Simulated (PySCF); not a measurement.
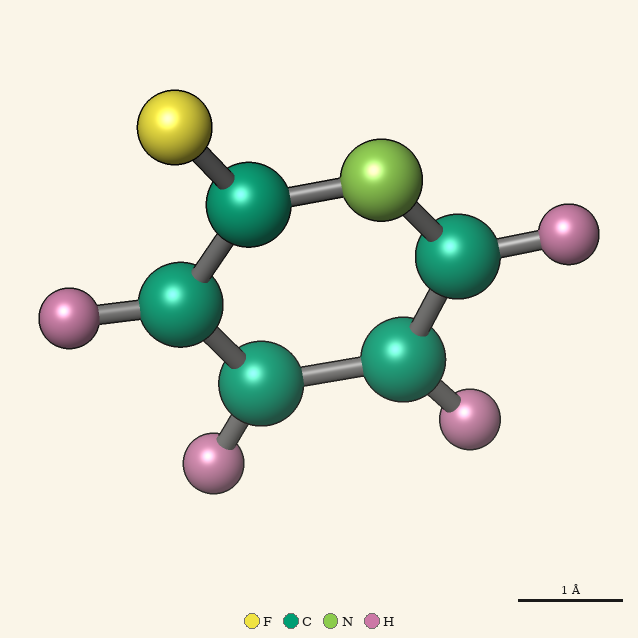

The picture shows a molecular structure as a ball-and-stick model. Every bond is drawn as one stick, whatever its order.

Description:

It has 11 atoms: 5 carbon, 4 hydrogen, 1 fluorine and 1 nitrogen (C5H4FN). Its SMILES string is `Fc1ccccn1`. Independent rings (smallest set): 1 of 6 members, 1 of them aromatic. Among its groups: C–F bond. The point group is Cs. All atoms lie on one plane. Coordination: 5 C trigonal planar; 1 N bent.

The parts below concern this one geometry. Atoms keep their numbers from picture to picture. Computed geometry: PBE0-D3(BJ)/def2-SVP optimisation. No frequency run is at hand to confirm it as a minimum.

Ring current

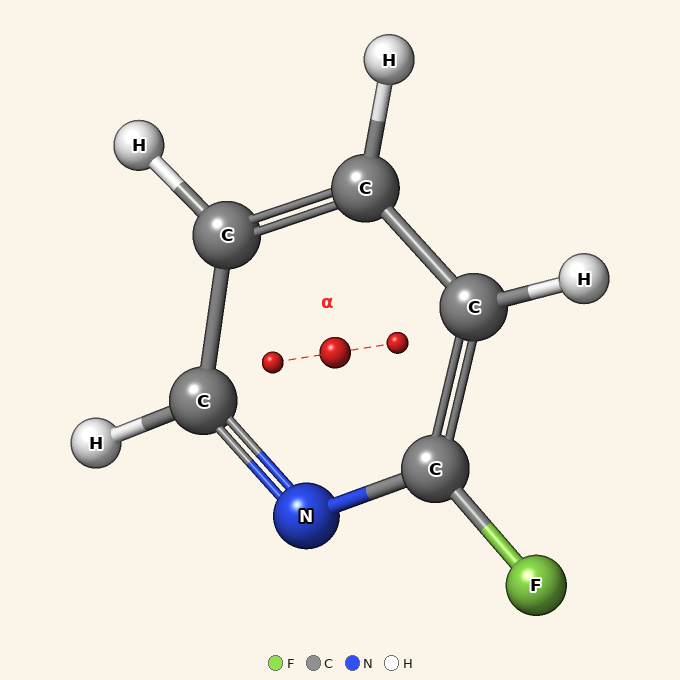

The small points mark where nucleus-independent chemical shifts (NICS) were computed: at the centre of each lettered ring and 1 Å above and below it. No frequency run is at hand to confirm it as a minimum. Level of theory: GIAO PBE0/pcSseg-1 NMR shielding, non-relativistic, gas phase (PySCF 2.14.0).

Give NICS(0), NICS(1) and the out-of-plane component NICS(1)zz for each ring (means of the two sides).

| ring | members | NICS(0) | NICS(1) | NICS(1)zz |
| --- | --- | --- | --- | --- |
| α | C5N | −8.9 | −11.1 | −27.6 |

Values in ppm.

Question: What do the values say about the ring currents?

Answer: Ring α: diatropic, as in an aromatic ring. NICS is one index among several.

Quadrupole coupling

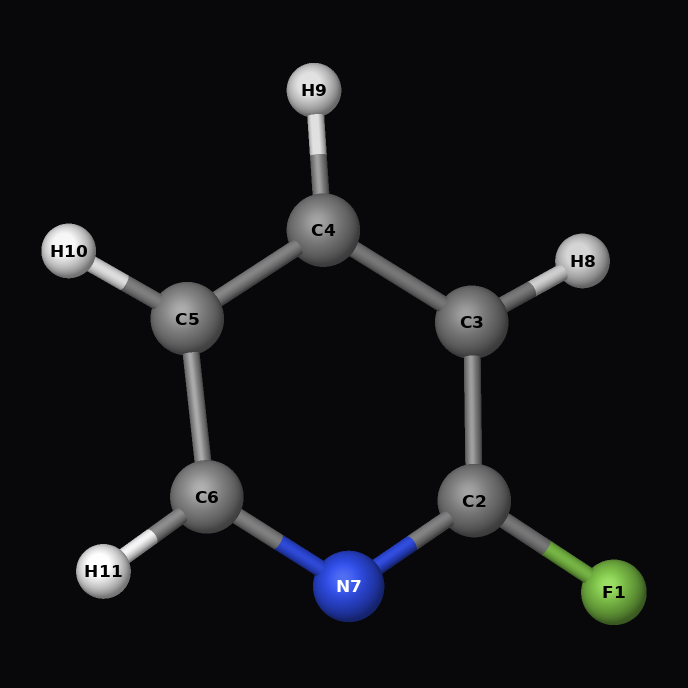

No frequency run is at hand to confirm it as a minimum. Electric field gradients from the ground-state density, B3LYP/pcJ-1 (PySCF 2.14.0), non-relativistic apart from any core potentials.

Give the largest field-gradient component, the quadrupole coupling constant and the asymmetry for 14N at N7 (Q = 20.44 mb).

| atom | V_zz (a.u.) | e²qQ/h (MHz) | η |
| --- | --- | --- | --- |
| N7 | −1.052 | −5.05 | 0.20 |

Dipole moment

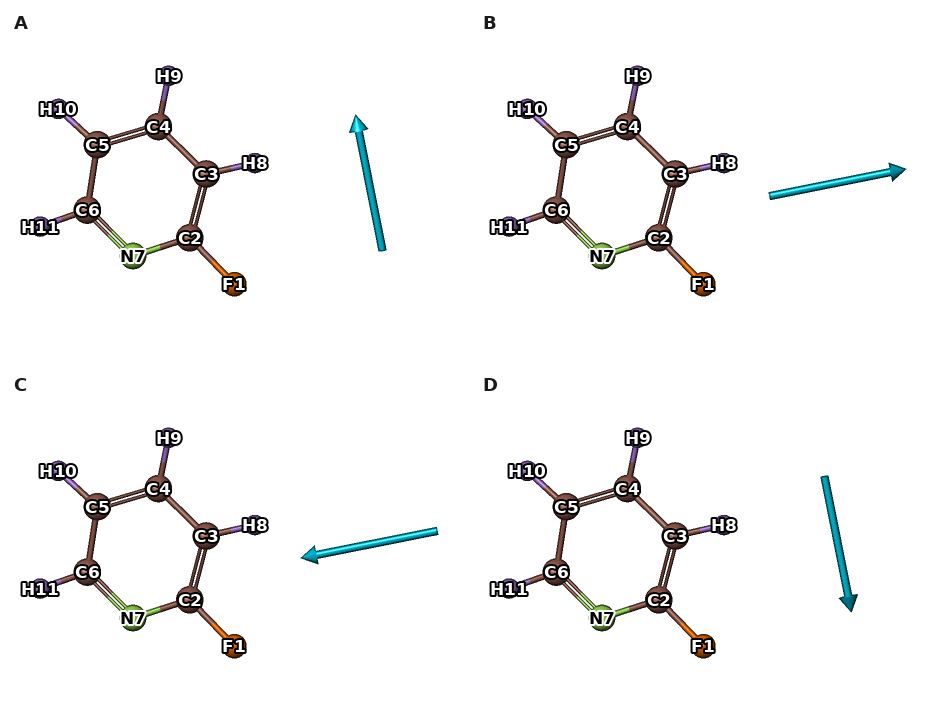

The same molecule four times, each with an arrow. No frequency run is at hand to confirm it as a minimum. Method: B3LYP/pcJ-1, gas phase (PySCF 2.14.0).

Question: Which arrow points along the dipole moment, from the negative to the positive end?

Answer: A. The dipole moment is 3.28 D; it points from the side of F1 to the side of H9 (the outermost atoms at the two ends).
